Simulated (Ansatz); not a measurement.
# Si2Mo: the cost of one run

All numbers are computed with the Python package of Ansatz 0.2.0. The levels of theory stand in the script.

## 1. The system

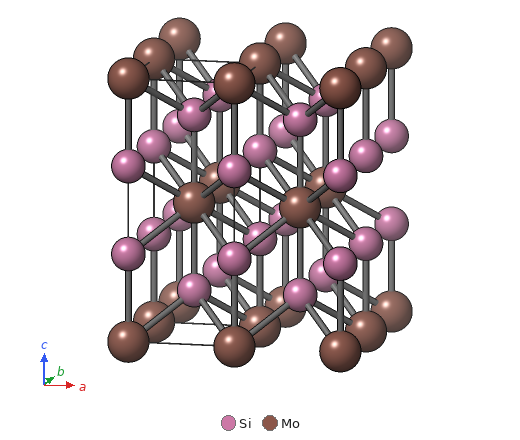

The starting structure, viewed slightly off an axis; silicon pink, molybdenum brown. 2×2×1 cells are drawn. The cell is the conventional one. Atoms on cell faces are repeated.

No structure file is read: the coordinates are typed or built in the script.

## 2. Script

File run_lattice.py:

```python
"""Relaxed cell of Si2Mo under several functionals."""

import warnings

import ansatz
from ase import Atoms
import numpy as np

def edges_and_angles(cell):
    cell = np.asarray(cell)
    a, b, c = np.linalg.norm(cell, axis=1)
    cosines = cell[1] @ cell[2] / (b * c), cell[0] @ cell[2] / (a * c), cell[0] @ cell[1] / (a * b)
    return (a, b, c, *np.degrees(np.arccos(cosines)))


def main() -> None:
    warnings.simplefilter("ignore", ansatz.DeckWarning)

    atoms = Atoms(
        ["Si", "Si", "Mo"],
        scaled_positions=[
            (0.333, 0.333, 0.0),
            (0.667, 0.667, 0.0),
            (0.0, 0.0, 0.0),
        ],
        cell=[
            (-1.6, 1.6, 3.9305),
            (1.6, -1.6, 3.9305),
            (1.6, 1.6, -3.9305),
        ],
        pbc=True,
    )
    cell = ansatz.Crystal.from_ase(atoms)

    setup = (
        cell.calculation()
        .occupations("fermi_dirac", width=0.05)
        .scf(tolerance=1e-08)
        .kpoints(11, 11, 11)
        .relax(cell=True, force_tolerance=0.05)
    )

    levels = [("pbe", "d3bj"), ("pbe", "none"), ("r2scan", "rvv10"), ("pbesol", "none")]
    print("level            a       b       c    alpha   beta  gamma  V/atom  steps")
    for name, dispersion in levels:
        seen = []
        run = setup.functional(name, dispersion=dispersion).session().plan()
        result = run.execute(on_event=lambda e: seen.append(e) if e["event"] == "relax_step" else None)
        cell = result.lattice.cell_ang
        label = name if dispersion == "none" else f"{name}+{dispersion}"
        print("{:13s} {:7.4f} {:7.4f} {:7.4f} {:6.2f} {:6.2f} {:6.2f}".format(label, *edges_and_angles(cell)), f"{abs(np.linalg.det(cell)) / len(result.lattice.sites):7.3f} {len(seen):5d}")


if __name__ == "__main__":
    main()
```

## 3. The input behind the calls

The package turns the script's settings into the engine's input (first run):

```yaml
crystal:
  lattice:
    - [-1.6, 1.6, 3.9305]
    - [1.6, -1.6, 3.9305]
    - [1.6, 1.6, -3.9305]
  atoms:
    - { symbol: Si, position: [0.333, 0.333, 0.0] }
    - { symbol: Si, position: [0.667, 0.667, 0.0] }
    - { symbol: Mo, position: [0.0, 0.0, 0.0] }
kpoints:
  mp_grid:
    grid: [11, 11, 11]
hamiltonian:
  xc: pbe
  dispersion: d3bj
scf:
  convergence:
    dr2_threshold: 1.0e-08
  occupations:
    method: fermi_dirac
    width: 0.05
relax:
  f_tol: 0.05
  cell: {}
```

## 4. The run

Command:

```console
$ python run_lattice.py
```

**Question.** How long does this script take on 1 thread of Arm Neoverse V1, shared host, and how much memory does it need?

About 1.9 min, with a peak of 0.65 GiB.
